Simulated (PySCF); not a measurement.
Consider C$_{6}$H$_{14}$Cl$_{2}$Si (SMILES CC[Si](CC)(CCl)CCl).

The calculation's input:

```
{"job": {"kind": "nmr", "xc": "PBE0", "basis": "pcSseg-1"}, "charge": 0, "multiplicity": 1}
C     -1.885855     1.133920    -1.286843
C     -0.725962     0.165655    -1.507864
Si     0.013920    -0.500445     0.121674
C      0.694677     0.875285     1.258011
C      1.803271     1.697823     0.604488
C      1.406946    -1.753736    -0.303806
Cl     2.191315    -2.294740     1.206307
C     -1.312825    -1.497287     1.090379
Cl    -2.042595    -2.711793     0.003646
H     -2.276466     1.487849    -2.238688
H     -2.693439     0.643564    -0.750281
H     -1.566052     1.997093    -0.708880
H     -1.078350    -0.668134    -2.116505
H      0.049248     0.666468    -2.089714
H     -0.115008     1.543854     1.554576
H      1.082646     0.433218     2.176852
H      2.160134     2.468471     1.284834
H      2.645140     1.062772     0.342359
H      1.444649     2.181429    -0.300701
H      1.028562    -2.648402    -0.792092
H      2.191154    -1.328425    -0.924524
H     -2.128713    -0.880739     1.458372
H     -0.891150    -2.046714     1.928475
```

Launched as:

```sh
OMP_NUM_THREADS=1 python probes_run.py task.json out
```

Geometry: GFN2-xTB.

Method: PBE0/pcSseg-1, SCF density, gas phase, non-relativistic (PySCF).

Question: What will maps of the electron density and electron localisation function show?

Answer: C–C (1.53 Å): ρ at the midpoint is about 1.6 e/Å³; the ELF peaks at about 0.95 between the atoms: a shared electron pair.
C–Cl (1.79 Å): the density is about 1.3 e/Å³ at the midpoint; the ELF peaks at about 0.90 between the atoms: localised, covalent bonding.
C–Si (1.91 Å): the density is about 0.92 e/Å³ at the midpoint; the ELF peaks at about 0.95 between the atoms, as expected for a covalent bond.
C–H (1.09 Å): the density is about 2 e/Å³ at the midpoint; the ELF climbs to about 1 towards the hydrogen, as it does in any bond to H; a covalent bond by its length.

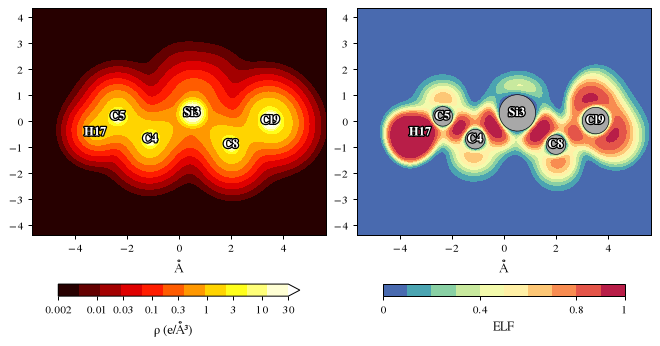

Computed electron density and electron localisation function on the plane of atoms Si3, C4 and C5, in this order. Grey discs cover the atomic cores in the ELF map. 
